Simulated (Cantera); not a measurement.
A closed system holds: 1 mol SiHCl3, 0.014 mol CH4, a varied amount of H2, 0.046 mol C2H2, at 1023 K and 0.100 bar.

Cantera equilibrium calculation (NASA polynomials, part measured and part estimated; ideal gas, pure solids and liquids). Candidate condensed phases: C, C6H6, C7H8, C8H18, Si, SiC; 109 gas species. Mutual solubility and eutectic melting of coexisting phases are not modelled. The tables' values for SiCl3 are old estimates; treat these amounts as uncertain. Kinetics and transport are ignored.

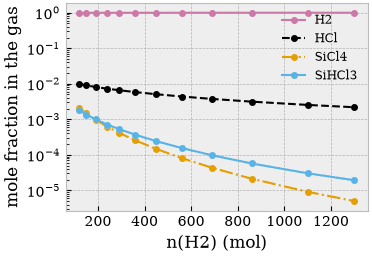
Figure: Equilibrium gas composition (values under 1e-9 drawn at 1e-9)

From 120 mol H2 to 1300 mol H2 the condensed part is Si(s) + SiC(s). The main Si-bearing gas is SiCl4 at 120 mol H2 and SiHCl3 at 1300 mol H2. The share of Si in condensed phases is highest at 1300 mol H2 (94.3 %) and lowest at 120 mol H2 (47.0 %).
